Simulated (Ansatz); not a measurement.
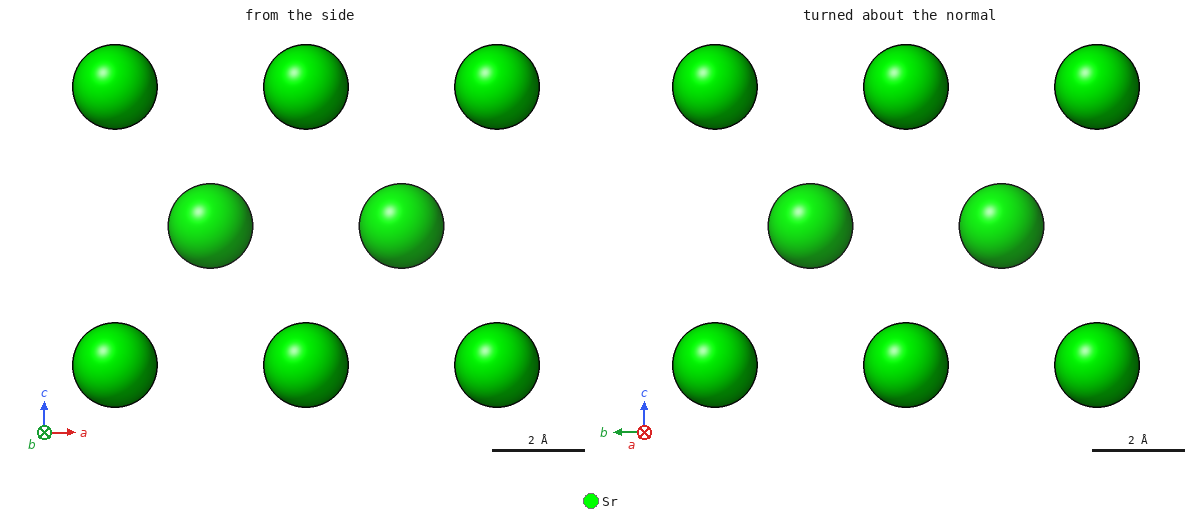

A spheres-only picture of a periodic slab, seen from the side and turned about the normal. The surface normal points up in side views; the vacuum is left out. 2×2 cells are drawn in the plane, with atoms at the edges repeated.

The cell holds 3 Sr.

### How thick is the slab?

About 6 Å from the lowest to the highest atom.

### Count the planes and say what each contains, starting at the top.

Three planes: Sr / Sr / Sr.

Origin of the cell: a structure type filled with this element by a generator (whether the element takes this form wasn't checked). The geometry was optimised with DFT PBE, scalar-relativistic, plane waves, PAW in Ansatz.
